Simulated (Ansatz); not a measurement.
**[HSO2]− (SMILES O=[SH][O-]) at BHLYP/STO-3G**

What is the vertical ionisation energy of [HSO2]− at BHLYP/STO-3G? 

The results are computed with Ansatz 0.2.0.

11 further runs of the same task are left out: 9 that didn't finish, 2 set aside as unsound or not needed.

## (1) The structure to begin with

The species is [HSO2]− (4 atoms), meant as a singlet with charge -1. As SMILES, `O=[SH][O-]`. The shape is that of a GFN2-xTB optimisation.

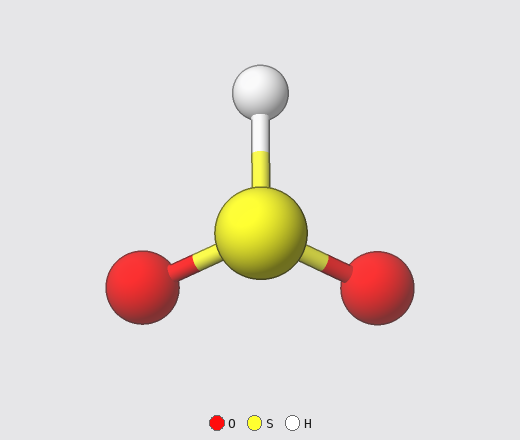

The structure, seen from a chosen angle (oxygen red, sulfur yellow, hydrogen white).

## (2) A single-point energy at BHLYP/STO-3G

The input, in.yaml:

```yaml
crystal:
  periodic: [false, false, false]
  atoms:
    - {symbol: O, position_ang: [-1.198220, 0.078790, 0.730410]}
    - {symbol: S, position_ang: [-0.199070, -0.294820, -0.302710]}
    - {symbol: O, position_ang: [1.007500, -0.941190, 0.274450]}
    - {symbol: H, position_ang: [0.389790, 1.157220, -0.702150]}
basis:
  gaussian:
    orbitals: STO-3G
total_charge: -1
hamiltonian:
  xc: {name: BHLYP}
accuracy: high
```

Launch:

```console
$ ansatz run in.yaml --threads 1 --pin off --max-ram 2610MiB --events-out events.jsonl --progress --plain --runs-dir runs
```

What it wrote:

```text
Warning: RAYON_NUM_THREADS=1 ignored (pool sized by the plan → 1); use --threads N
Functional definition: BHLYP
  name "BHLYP"
  parameter a = 0.5
  exchange = (1 - a)*b88_x + a*exact_x
  correlation = lyp_c
361 factors; integrals over basis functions are off by at most 3.3e-8 eV
mean field evaluation 1: about -14750.6760 eV, gradient 3.6e1 eV
mean field evaluation 2: about -14752.7453 eV, gradient 2.8e1 eV
mean field evaluation 4: about -14755.4817 eV, gradient 4.1e-1 eV
mean field evaluation 8: about -14755.5662 eV, gradient 3.5e-2 eV
mean field evaluation 16: about -14755.5662 eV, gradient 1.5e-7 eV
mean field -14755.56616750 eV, -542.2570549735 hartree, gradient 2.9e-8 eV, S^2 0.000000; 0 other end points of the search recorded, 0 dependent functions left out
reference -14755.56618166 eV, -542.2570554939 hartree; 17, 17 occupied and 3, 3 virtual orbitals, 361 factors
Total energy: -14755.56618166 eV, -542.2570554939 hartree
```

It took 0.86 s on 1 thread of Arm Neoverse V2, shared host.

## (3) Doublet neutral HSO2

The input, input.yaml:

```yaml
basis:
  gaussian:
    orbitals: STO-3G
crystal:
  periodic: [false, false, false]
  atoms:
    - symbol: O
      position_ang: [-1.198220, 0.078790, 0.730410]
    - symbol: S
      position_ang: [-0.199070, -0.294820, -0.302710]
    - symbol: O
      position_ang: [1.007500, -0.941190, 0.274450]
    - symbol: H
      position_ang: [0.389790, 1.157220, -0.702150]
magnetization:
  spin_polarized: true
  initial_magnetization: 1
hamiltonian:
  xc: {name: BHLYP}
accuracy: high
```

Launch:

```console
$ ansatz run input.yaml --threads 1 --pin off --max-ram 2610MiB --events-out events.jsonl --progress --plain --runs-dir runs
```

What it wrote:

```text
Warning: RAYON_NUM_THREADS=1 ignored (pool sized by the plan → 1); use --threads N
Functional definition: BHLYP
  name "BHLYP"
  parameter a = 0.5
  exchange = (1 - a)*b88_x + a*exact_x
  correlation = lyp_c
361 factors; integrals over basis functions are off by at most 3.3e-8 eV
mean field evaluation 1: about -14751.5674 eV, gradient 3.1e1 eV
mean field evaluation 2: about -14750.2369 eV, gradient 3.4e1 eV
mean field evaluation 4: about -14758.7331 eV, gradient 1.1e0 eV
mean field evaluation 8: about -14758.8430 eV, gradient 1.9e-1 eV
mean field evaluation 16: about -14758.8463 eV, gradient 7.4e-3 eV
mean field evaluation 32: about -14758.5898 eV, gradient 1.7e0 eV
mean field -14758.86242160 eV, -542.3781900777 hartree, gradient 4.2e-8 eV, S^2 0.808966; 4 other end points of the search recorded, 0 dependent functions left out
reference -14758.86243549 eV, -542.3781905878 hartree; 17, 16 occupied and 3, 4 virtual orbitals, 361 factors
Total energy: -14758.86243549 eV, -542.3781905878 hartree
```

Run time: 3.9 s. Hardware: 1 thread of Arm Neoverse V2, shared host; peak memory 0.12 GiB.

## (4) Results

Level: BHLYP/STO-3G.

| quantity | value |
| --- | --- |
| singlet [HSO2]−: total energy | -542.25706 Eh |
| doublet neutral HSO2: total energy | -542.37819 Eh |
| doublet neutral HSO2: ⟨S²⟩ | 0.809 |
| vertical detachment energy (to the doublet neutral) | -3.296 eV |

The species is unbound against losing an electron at this level, by 3.30 eV (−76 kcal/mol); missing correlation or diffuse functions can give that sign where the real anion is bound. In a minimal basis such a difference can be off by several eV, whatever the method.
